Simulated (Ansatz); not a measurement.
```yaml
crystal:
  lattice:
    - [3.14101, 0.00000, 0.00000]
    - [-1.57051, 2.72020, 0.00000]
    - [0.00000, 0.00000, 10.43584]
  atoms:
    - { symbol: Rb, position: [0.33333, 0.66667, 0.27554] }
    - { symbol: Rb, position: [0.66667, 0.33333, 0.72446] }
    - { symbol: Re, position: [0.00000, 0.00000, 0.00000] }
```

Space group P-3m1; a structure generated by program, which may or may not match a known phase; computed without spin polarisation.

Level of theory: DFT PBE, scalar-relativistic, plane waves, PAW in Ansatz.

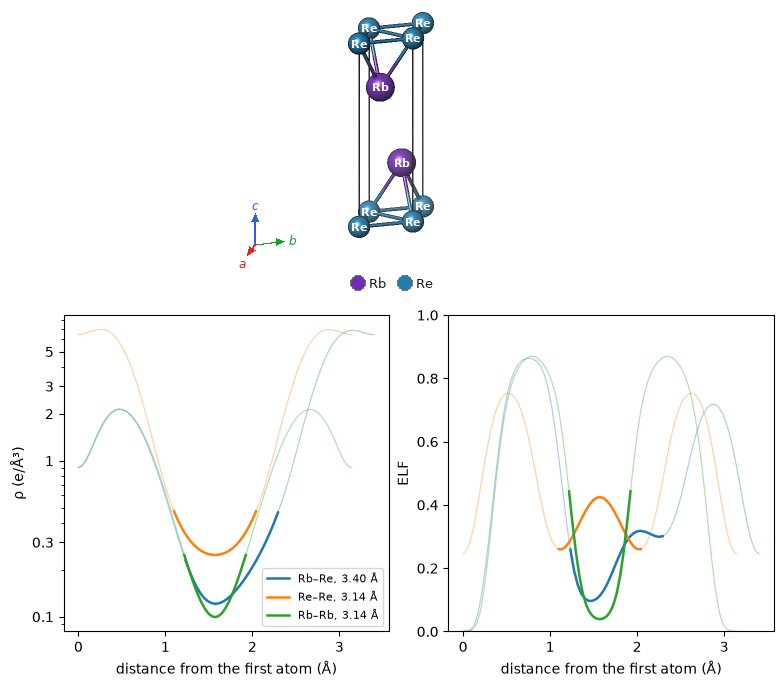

Rb$_{2}$Re. Valence electron density and ELF along straight lines between neighbouring atoms. Thin, pale parts lie inside the atomic spheres. The structure is drawn too.

Core electrons are frozen (PAW), and the valence fields are smoothed inside the atomic spheres.

Q: Compare the contacts.

A: Rb–Re (3.40 Å): ρ is about 0.13 e/Å³ halfway; the ELF is about 0.20 at the midpoint: no localised pair shows between them.
Re–Re (3.14 Å): ρ at the midpoint is about 0.25 e/Å³; the ELF is about 0.45 at the midpoint.
Rb–Rb (3.14 Å): ρ at the midpoint is about 0.1 e/Å³; the ELF is about 0.05 at the midpoint (no localised pair shows between them).
